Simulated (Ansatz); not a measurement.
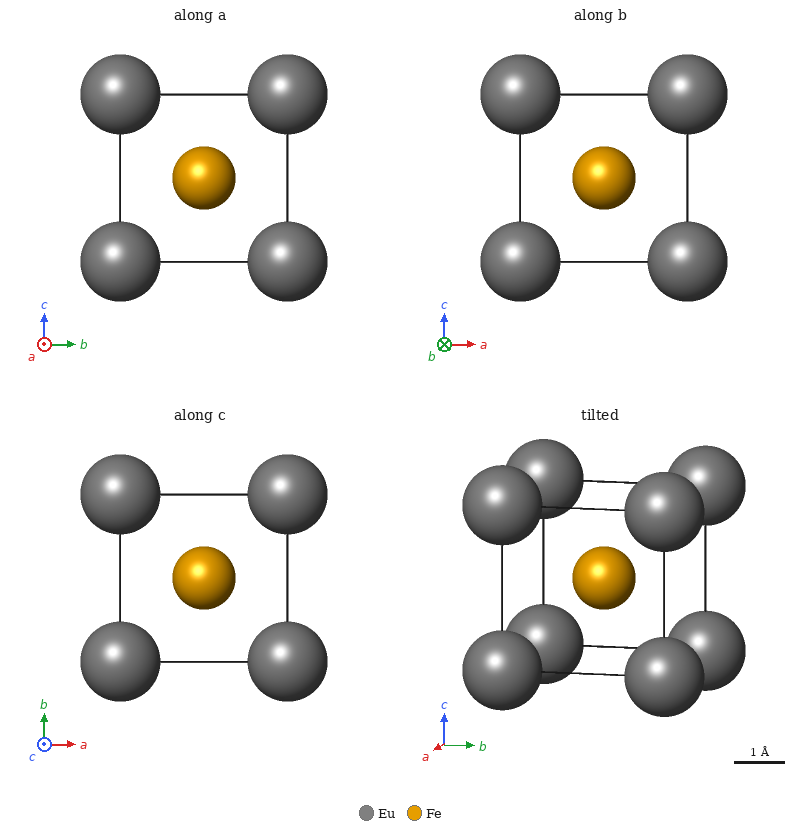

This spheres-only model is shown along the a axis, along the b axis, along the c axis and slightly off an axis. The edges of the conventional unit cell are marked.

Lattice parameters: a = 3.3515 Å, b = 3.3515 Å, c = 3.3515 Å, α = 90.000°, β = 90.000°, γ = 90.000°.

Put the structure into a CIF in P1 with every atom of the cell.

Answer.
```cif
data_structure
_symmetry_space_group_name_H-M 'P 1'
_symmetry_Int_Tables_number 1
_cell_length_a 3.3515
_cell_length_b 3.3515
_cell_length_c 3.3515
_cell_angle_alpha 90.000
_cell_angle_beta 90.000
_cell_angle_gamma 90.000
_cell_volume 37.65
loop_
_atom_site_label
_atom_site_type_symbol
_atom_site_fract_x
_atom_site_fract_y
_atom_site_fract_z
_atom_site_occupancy
Eu1 Eu 0.0000 0.0000 0.0000 1
Fe1 Fe 0.5000 0.5000 0.5000 1
```

The cell started as a structure type filled with these elements by a generator (whether the compound takes this form wasn't checked). The cell was then strained or its atoms displaced on purpose. A calculation with Ansatz used it as input.
